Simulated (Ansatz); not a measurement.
# AlCl3FH4N: two geometries relaxed, part 2 of 2

Are the two ends of the reaction (exchange6) separate minima, and which lies lower? Each is relaxed from a guess. Meant to form: Al1–F6, H5–N8, H7–Cl2; to break: Al1–Cl2, H5–F6, H7–N8. The start is a guess near the saddle point, from which both ends are pulled out.

Ansatz 0.2.0; UKS B3LYP/6-31G*. Earlier steps stand in the parts before.

### Step 4. Pulling towards end B

Springs on the bonds that form and break draw the guess towards this end; the thresholds are loose.

input.yaml

```yaml
crystal:
  periodic: [false, false, false]
  atoms:
    - { symbol: Al, position_ang: [-1.2184, 0.215, -1.5877] }
    - { symbol: Cl, position_ang: [-0.7072, -1.9123, -0.1784] }
    - { symbol: Cl, position_ang: [-0.4562, -0.193, -3.4087] }
    - { symbol: Cl, position_ang: [-2.9023, 0.9409, -0.7424] }
    - { symbol: H, position_ang: [0.7782, 0.8004, 0.4155] }
    - { symbol: F, position_ang: [0.2941, 1.2872, -0.577] }
    - { symbol: H, position_ang: [0.3644, -1.0283, 0.8956] }
    - { symbol: "N", position_ang: [1.0837, -0.0331, 1.4106] }
    - { symbol: H, position_ang: [2.0529, -0.3031, 1.464] }
    - { symbol: H, position_ang: [0.7108, 0.2263, 2.3085] }
magnetization:
  spin_polarized: true
basis:
  gaussian: { orbitals: "6-31G*" }
hamiltonian:
  xc: b3lyp
relax:
  f_tol: 0.15
  max_steps: 25
  restrain:
    - { distance: [0, 5], at: 1.78, k: 30.0 }
    - { distance: [4, 7], at: 1.02, k: 30.0 }
    - { distance: [6, 1], at: 1.33, k: 30.0 }
    - { distance: [0, 1], at: 3.53, k: 30.0 }
    - { distance: [4, 5], at: 2.18, k: 30.0 }
    - { distance: [6, 7], at: 2.32, k: 30.0 }
```

Command:

```bash
ansatz run input.yaml --threads 4 --pin off --max-ram 5120MiB --backend cpu --events-out ev --progress --plain --runs-dir out
```

What it wrote:

```text
Warning: RAYON_NUM_THREADS=4 ignored (pool sized by the plan → 4); use --threads N
The last accepted step is kept in <dir> (removed where the run ends without a failure and the disk answers)
Engine: ansatz 0.2.0, aarch64-unknown-linux-gnu
Functional definition: B3LYP
  parameter a0 = 0.2
  parameter ax = 0.72
  parameter ac = 0.81
  exchange = (1 - a0 - ax)*slater_x + ax*b88_x + a0*exact_x
  correlation = (1 - ac)*vwn_rpa_c + ac*lyp_c
1164 factors; integrals over basis functions are off by at most 5.3e-4 eV
mean field evaluation 1: about -48436.9028 eV, gradient 3.8e1 eV
mean field evaluation 2: about -48431.1500 eV, gradient 5.4e1 eV
mean field evaluation 4: about -48442.4723 eV, gradient 1.3e0 eV
mean field evaluation 8: about -48442.4940 eV, gradient 2.4e-2 eV
mean field evaluation 16: about -48442.4940 eV, gradient 3.3e-6 eV
mean field -48442.49400383 eV, -1780.2288191391 hartree, gradient 3.3e-6 eV, S^2 0.000000; 0 other end points of the search recorded, 0 dependent functions left out
the calculation of the forces begins
reference -48442.49430063 eV, -1780.2288300464 hartree; 42, 42 occupied and 72, 72 virtual orbitals, 1164 factors
relax step   1: F+E_penalty+E_count = -48442.49400383 eV  Δ(F+E_penalty+E_count) = +0.000e0 eV  max|allowed force component| = 3.362e0 eV/Å  E_restraint = 47.61130707 eV  max|allowed force component, restraints' pulls added| = 3.245e1 eV/Å  Δτ_max = 0.0000 Å  (29 SCF iters, accepted)
  distance Al 0 - F 5 = 2.1116 Å
  distance H 4 - N 7 = 1.3335 Å
  distance H 6 - Cl 1 = 1.7559 Å
  distance Al 0 - Cl 1 = 2.6025 Å
  distance H 4 - F 5 = 1.2068 Å
  distance H 6 - N 7 = 1.3316 Å
these checks for a lower state are left out or cut short: starts, cluster_reference, orbital_swaps, neighbouring_geometries, increment
1164 factors; integrals over basis functions are off by at most 5.2e-4 eV
mean field -48442.40197325 eV, -1780.2254370775 hartree, gradient 2.1e-5 eV, S^2 0.000000; 0 other end points of the search recorded, 0 dependent functions left out
the calculation of the forces begins
reference -48442.40227429 eV, -1780.2254481406 hartree; 42, 42 occupied and 72, 72 virtual orbitals, 1164 factors
relax step   2: F+E_penalty+E_count = -48442.40197325 eV  Δ(F+E_penalty+E_count) = +9.203e-2 eV  max|allowed force component| = 3.524e0 eV/Å  E_restraint = 19.67400610 eV  max|allowed force component, restraints' pulls added| = 2.186e1 eV/Å  Δτ_max = 0.1945 Å  (34 SCF iters, accepted)
  distance Al 0 - F 5 = 1.9265 Å
  distance H 4 - N 7 = 1.1460 Å
  distance H 6 - Cl 1 = 1.5234 Å
  distance Al 0 - Cl 1 = 2.9557 Å
  distance H 4 - F 5 = 1.5164 Å
  distance H 6 - N 7 = 1.6369 Å
these checks for a lower state are left out or cut short: starts, cluster_reference, orbital_swaps, neighbouring_geometries, increment
1164 factors; integrals over basis functions are off by at most 5.0e-4 eV
mean field -48442.64240708 eV, -1780.2342728579 hartree, gradient 8.4e-5 eV, S^2 0.000000; 0 other end points of the search recorded, 0 dependent functions left out
the calculation of the forces begins
reference -48442.64270917 eV, -1780.2342839593 hartree; 42, 42 occupied and 72, 72 virtual orbitals, 1164 factors
relax step   3: F+E_penalty+E_count = -48442.64240708 eV  Δ(F+E_penalty+E_count) = -2.404e-1 eV  max|allowed force component| = 2.763e0 eV/Å  E_restraint = 4.70474550 eV  max|allowed force component, restraints' pulls added| = 8.116e0 eV/Å  Δτ_max = 0.1947 Å  (31 SCF iters, accepted)
  distance Al 0 - F 5 = 1.7501 Å
  distance H 4 - N 7 = 0.9598 Å
  distance H 6 - Cl 1 = 1.3361 Å
  distance Al 0 - Cl 1 = 3.2261 Å
  distance H 4 - F 5 = 1.8782 Å
  distance H 6 - N 7 = 1.9656 Å
these checks for a lower state are left out or cut short: starts, cluster_reference, orbital_swaps, neighbouring_geometries, increment
1164 factors; integrals over basis functions are off by at most 4.8e-4 eV
mean field evaluation 32: about -48442.6131 eV, gradient 2.1e-1 eV
mean field -48442.62515504 eV, -1780.2336388570 hartree, gradient 1.1e-5 eV, S^2 0.000000; 0 other end points of the search recorded, 0 dependent functions left out
the calculation of the forces begins
reference -48442.62546327 eV, -1780.2336501844 hartree; 42, 42 occupied and 72, 72 virtual orbitals, 1164 factors
relax step   4: F+E_penalty+E_count = -48442.62515504 eV  Δ(F+E_penalty+E_count) = +1.725e-2 eV  max|allowed force component| = 1.291e0 eV/Å  E_restraint = 0.22058718 eV  max|allowed force component, restraints' pulls added| = 1.806e0 eV/Å  Δτ_max = 0.1914 Å  (30 SCF iters, accepted)
  distance Al 0 - F 5 = 1.6975 Å
  distance H 4 - N 7 = 0.9944 Å
  distance H 6 - Cl 1 = 1.2894 Å
  distance Al 0 - Cl 1 = 3.4981 Å
  distance H 4 - F 5 = 2.1343 Å
  distance H 6 - N 7 = 2.2701 Å
these checks for a lower state are left out or cut short: starts, cluster_reference, orbital_swaps, neighbouring_geometries, increment
1164 factors; integrals over basis functions are off by at most 4.9e-4 eV
mean field -48442.85273194 eV, -1780.2420021539 hartree, gradient 8.3e-5 eV, S^2 0.000000; 0 other end points of the search recorded, 0 dependent functions left out
the calculation of the forces begins
reference -48442.85303764 eV, -1780.2420133880 hartree; 42, 42 occupied and 72, 72 virtual orbitals, 1164 factors
relax step   5: F+E_penalty+E_count = -48442.85273194 eV  Δ(F+E_penalty+E_count) = -2.276e-1 eV  max|allowed force component| = 1.732e0 eV/Å  E_restraint = 0.10550767 eV  max|allowed force component, restraints' pulls added| = 2.323e0 eV/Å  Δτ_max = 0.1969 Å  (31 SCF iters, accepted)
  distance Al 0 - F 5 = 1.7198 Å
  distance H 4 - N 7 = 1.0607 Å
  distance H 6 - Cl 1 = 1.3043 Å
  distance Al 0 - Cl 1 = 3.5342 Å
  distance H 4 - F 5 = 2.1674 Å
  distance H 6 - N 7 = 2.2897 Å
these checks for a lower state are left out or cut short: starts, cluster_reference, orbital_swaps, neighbouring_geometries, increment
1164 factors; integrals over basis functions are off by at most 5.4e-4 eV
mean field -48442.96874926 eV, -1780.2462657117 hartree, gradient 1.9e-5 eV, S^2 0.000000; 0 other end points of the search recorded, 0 dependent functions left out
the calculation of the forces begins
reference -48442.96905655 eV, -1780.2462770043 hartree; 42, 42 occupied and 72, 72 virtual orbitals, 1164 factors
relax step   6: F+E_penalty+E_count = -48442.96874926 eV  Δ(F+E_penalty+E_count) = -1.160e-1 eV  max|allowed force component| = 1.308e0 eV/Å  E_restraint = 0.05292810 eV  max|allowed force component, restraints' pulls added| = 9.092e-1 eV/Å  Δτ_max = 0.1933 Å  (30 SCF iters, accepted)
  distance Al 0 - F 5 = 1.7270 Å
  distance H 4 - N 7 = 1.0293 Å
  distance H 6 - Cl 1 = 1.3422 Å
  distance Al 0 - Cl 1 = 3.5211 Å
  distance H 4 - F 5 = 2.1782 Å
  distance H 6 - N 7 = 2.2999 Å
these checks for a lower state are left out or cut short: starts, cluster_reference, orbital_swaps, neighbouring_geometries, increment
1164 factors; integrals over basis functions are off by at most 5.1e-4 eV
mean field -48443.01499334 eV, -1780.2479651503 hartree, gradient 1.0e-5 eV, S^2 0.000000; 0 other end points of the search recorded, 0 dependent functions left out
the calculation of the forces begins
reference -48443.01530318 eV, -1780.2479765366 hartree; 42, 42 occupied and 72, 72 virtual orbitals, 1164 factors
relax step   7: F+E_penalty+E_count = -48443.01499334 eV  Δ(F+E_penalty+E_count) = -4.624e-2 eV  max|allowed force component| = 1.313e0 eV/Å  E_restraint = 0.05386445 eV  max|allowed force component, restraints' pulls added| = 1.560e-1 eV/Å  Δτ_max = 0.0759 Å  (29 SCF iters, accepted)
  distance Al 0 - F 5 = 1.7240 Å
  distance H 4 - N 7 = 1.0213 Å
  distance H 6 - Cl 1 = 1.3192 Å
  distance Al 0 - Cl 1 = 3.5213 Å
  distance H 4 - F 5 = 2.1790 Å
  distance H 6 - N 7 = 2.3041 Å
these checks for a lower state are left out or cut short: starts, cluster_reference, orbital_swaps, neighbouring_geometries, increment
1164 factors; integrals over basis functions are off by at most 5.1e-4 eV
mean field evaluation 64: about -48443.0174 eV, gradient 2.2e-5 eV
mean field -48443.01742000 eV, -1780.2480543285 hartree, gradient 2.2e-5 eV, S^2 0.000000; 0 other end points of the search recorded, 0 dependent functions left out
the calculation of the forces begins
reference -48443.01773043 eV, -1780.2480657365 hartree; 42, 42 occupied and 72, 72 virtual orbitals, 1164 factors
relax step   8: F+E_penalty+E_count = -48443.01742000 eV  Δ(F+E_penalty+E_count) = -2.427e-3 eV  max|allowed force component| = 1.300e0 eV/Å  E_restraint = 0.05495195 eV  max|allowed force component, restraints' pulls added| = 2.464e-2 eV/Å  Δτ_max = 0.0493 Å  (29 SCF iters, accepted)
  distance Al 0 - F 5 = 1.7232 Å
  distance H 4 - N 7 = 1.0195 Å
  distance H 6 - Cl 1 = 1.3192 Å
  distance Al 0 - Cl 1 = 3.5219 Å
  distance H 4 - F 5 = 2.1790 Å
  distance H 6 - N 7 = 2.3040 Å
1164 factors; integrals over basis functions are off by at most 5.1e-4 eV
mean field -48443.01742000 eV, -1780.2480543285 hartree, gradient 2.2e-5 eV, S^2 0.000000; 1 other end points of the search recorded, 0 dependent functions left out
the calculation of the forces begins
reference -48443.01773043 eV, -1780.2480657365 hartree; 42, 42 occupied and 72, 72 virtual orbitals, 1164 factors
Total energy: -48443.01773043 eV, -1780.2480657365 hartree
Atom 0 at    -1.182767     0.675453    -1.794174 Å, force     1.299649     0.523860     1.007765 eV/Å
Atom 1 at    -0.716827    -2.353286    -0.058245 Å, force     0.159223     0.358884     0.092363 eV/Å
Atom 2 at    -0.759714    -0.156993    -3.655441 Å, force     0.000974     0.002755    -0.008329 eV/Å
Atom 3 at    -3.123834     0.950330    -1.087419 Å, force    -0.005373     0.003120    -0.009028 eV/Å
Atom 4 at     1.076236     0.736865     0.901327 Å, force    -0.004975     0.000256    -0.006621 eV/Å
Atom 5 at     0.099434     1.425471    -0.920720 Å, force    -1.251887    -0.751132    -0.844076 eV/Å
Atom 6 at     0.068355    -1.724999     0.795582 Å, force     0.061691     0.226153    -0.038534 eV/Å
Atom 7 at     1.273822     0.052199     1.630351 Å, force    -0.265101    -0.365852    -0.196807 eV/Å
Atom 8 at     2.284158    -0.063796     1.672301 Å, force     0.000730     0.002679     0.003857 eV/Å
Atom 9 at     0.981136     0.458757     2.516439 Å, force     0.005068    -0.000724    -0.000589 eV/Å
Dipole moment:     0.428392     0.349154     0.418857 e Å
```

It took 54 s on 4 threads of Arm Neoverse N1, shared host; peak memory 0.45 GiB.

Relaxation path:

```csv
step,energy from step 1 (eV),largest force component (eV/Å)
1,0.0000,3.3619
2,0.0920,3.5243
3,-0.1484,2.7628
4,-0.1312,1.2913
5,-0.3587,1.7317
6,-0.4747,1.3081
7,-0.5210,1.3125
8,-0.5234,1.2996
```

Step 1 is the start. Energies and forces in the table leave out the springs, which the log lists apart; the run stops on the force with the springs' pull added.

After: Bond lengths: Al1–Cl3 2.082 Å, Al1–Cl4 2.084 Å, Al1–F6 1.723 Å, Cl2–H7 1.319 Å, H5–N8 1.019 Å, N8–H9 1.018 Å, N8–H10 1.018 Å. Angles: Cl3–Al1–Cl4 123.0°, Cl3–Al1–F6 118.4°, Cl4–Al1–F6 117.6°, H5–N8–H9 107.4°, H5–N8–H10 107.4°, H9–N8–H10 107.2°.

Pairs that crossed the distance rule for bonds on the way: came closer Cl2–H7, H5–N8; moved apart Al1–Cl2.

### Step 5. End point B

It starts where the restrained run ended.

input.yaml

```yaml
crystal:
  periodic: [false, false, false]
  atoms:
    - { symbol: Al, position_ang: [-1.182767, 0.675453, -1.794174] }
    - { symbol: Cl, position_ang: [-0.716827, -2.353286, -0.058245] }
    - { symbol: Cl, position_ang: [-0.759714, -0.156993, -3.655441] }
    - { symbol: Cl, position_ang: [-3.123834, 0.95033, -1.087419] }
    - { symbol: H, position_ang: [1.076236, 0.736865, 0.901327] }
    - { symbol: F, position_ang: [0.099434, 1.425471, -0.92072] }
    - { symbol: H, position_ang: [0.068355, -1.724999, 0.795582] }
    - { symbol: "N", position_ang: [1.273822, 0.052199, 1.630351] }
    - { symbol: H, position_ang: [2.284158, -0.063796, 1.672301] }
    - { symbol: H, position_ang: [0.981136, 0.458757, 2.516439] }
magnetization:
  spin_polarized: true
basis:
  gaussian: { orbitals: "6-31G*" }
hamiltonian:
  xc: b3lyp
relax:
  f_tol: 0.03
  max_steps: 50
```

Command:

```bash
ansatz run input.yaml --threads 4 --pin off --max-ram 5120MiB --backend cpu --events-out ev --progress --plain --runs-dir out
```

What it wrote, cut to the lines that bear on the results:

```text
Warning: RAYON_NUM_THREADS=4 ignored (pool sized by the plan → 4); use --threads N
[...]
[... 1 set-up line as earlier in the session ...]
[...]
1164 factors; integrals over basis functions are off by at most 3.9e-4 eV
[...]
mean field -48443.01742966 eV, -1780.2480546834 hartree, gradient 4.0e-5 eV, S^2 0.000000; 0 other end points of the search recorded, 0 dependent functions left out
[...]
reference -48443.01773981 eV, -1780.2480660811 hartree; 42, 42 occupied and 72, 72 virtual orbitals, 1164 factors
relax step   1: F+E_penalty+E_count = -48443.01742966 eV  Δ(F+E_penalty+E_count) = +0.000e0 eV  max|allowed force component| = 1.300e0 eV/Å  Δτ_max = 0.0000 Å  (27 SCF iters, accepted)
[...]
relax step   5: F+E_penalty+E_count = -48443.91696241 eV  Δ(F+E_penalty+E_count) = -1.915e-1 eV  max|allowed force component| = 9.371e-1 eV/Å  Δτ_max = 0.1926 Å  (28 SCF iters, accepted)
[...]
Total energy: -48444.92333565 eV, -1780.3180954367 hartree
Atom 0 at    -1.073378     0.130389    -1.430369 Å, force     0.001092    -0.016053     0.007825 eV/Å
Atom 1 at    -0.798481    -1.791714    -0.344725 Å, force    -0.002787    -0.010930    -0.001466 eV/Å
Atom 2 at    -0.594070    -0.109244    -3.488303 Å, force    -0.004899     0.006508     0.001666 eV/Å
Atom 3 at    -2.985310     0.948352    -0.955980 Å, force     0.000884     0.004954    -0.007587 eV/Å
Atom 4 at     0.796883     0.594200     0.595834 Å, force    -0.000431    -0.014563     0.008225 eV/Å
Atom 5 at     0.136881     1.115726    -0.664884 Å, force     0.005986     0.011064     0.001861 eV/Å
Atom 6 at     0.576261    -0.936229     1.169023 Å, force     0.004476     0.018381    -0.001987 eV/Å
Atom 7 at     1.082290    -0.053769     1.401516 Å, force     0.001659    -0.000254    -0.006922 eV/Å
Atom 8 at     2.092306    -0.210815     1.415915 Å, force    -0.006252     0.001391    -0.000473 eV/Å
Atom 9 at     0.766617     0.313105     2.301974 Å, force     0.000272    -0.000499    -0.001141 eV/Å
Dipole moment:     1.553082     0.051473     1.923936 e Å
```

Wall time 1.7 min (4 threads of Arm Neoverse N1, shared host); peak memory 0.44 GiB.

Relaxation path:

```csv
step,energy from step 1 (eV),largest force component (eV/Å)
1,0.0000,1.2999
2,-0.2312,0.8062
3,-0.4560,0.7283
4,-0.7080,0.8403
5,-0.8995,0.9371
6,-1.1798,1.1187
7,-1.5487,1.1534
8x,-1.5123,3.0234
9,-1.7103,0.6363
10,-1.7962,0.5363
11,-1.8393,0.4204
12,-1.8845,0.6057
13,-1.8897,0.2654
14,-1.9046,0.0523
15,-1.9055,0.0300
16,-1.9056,0.0184
```

Step 1 is the start. 1 step was tried and not accepted (8; marked x where the table lists them).

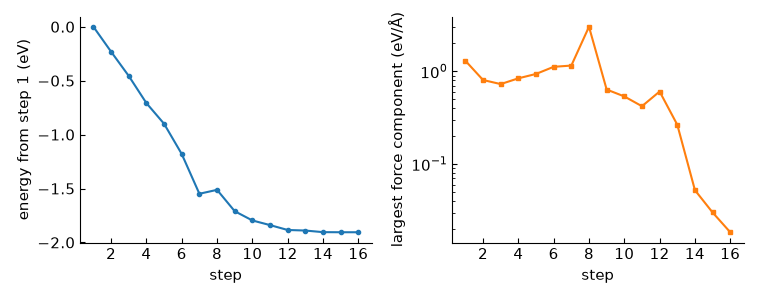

Energy and largest force along the relaxation.

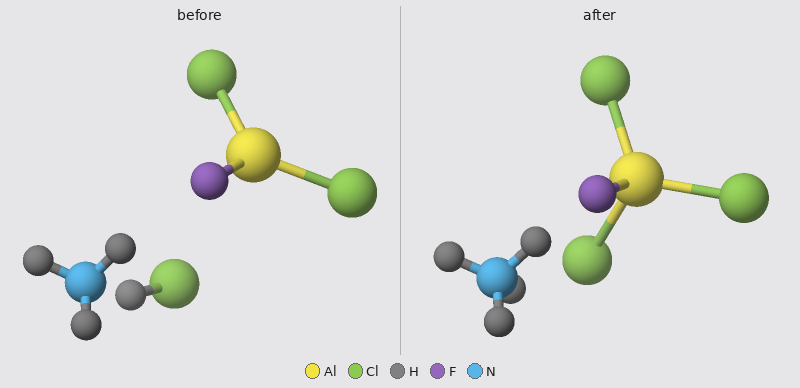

Before and after, at one scale.

After: Bond lengths: Al1–Cl2 2.225 Å, Al1–Cl3 2.127 Å, Al1–Cl4 2.133 Å, Al1–F6 1.738 Å, H5–N8 1.073 Å, H7–N8 1.043 Å, N8–H9 1.022 Å, N8–H10 1.022 Å. Angles: Cl2–Al1–Cl3 110.3°, Cl2–Al1–Cl4 109.5°, Cl2–Al1–F6 100.9°, Cl3–Al1–Cl4 117.4°, Cl3–Al1–F6 109.5°, Cl4–Al1–F6 108.0°, H5–N8–H7 102.4°, H5–N8–H9 111.5°, H5–N8–H10 111.3°, H7–N8–H9 110.6°, H7–N8–H10 110.5°, H9–N8–H10 110.4°.

Pairs that crossed the distance rule for bonds on the way: came closer Al1–Cl2, H7–N8; moved apart Cl2–H7.

### Step 6. Outcome

The summary covers parts 1 to 2.

```
                           quantity                     value
                              end A  13 moves, 2.290 eV lower
                              end B  14 moves, 1.906 eV lower
largest difference between the ends                    0.01 Å
            end B relative to end A                 +0.000 eV
```

**Reading.** Both starts fell into the same minimum (no atom differs by more than 0.01 Å), so from this start no second minimum was found and no band was run; another arrangement could still be one.
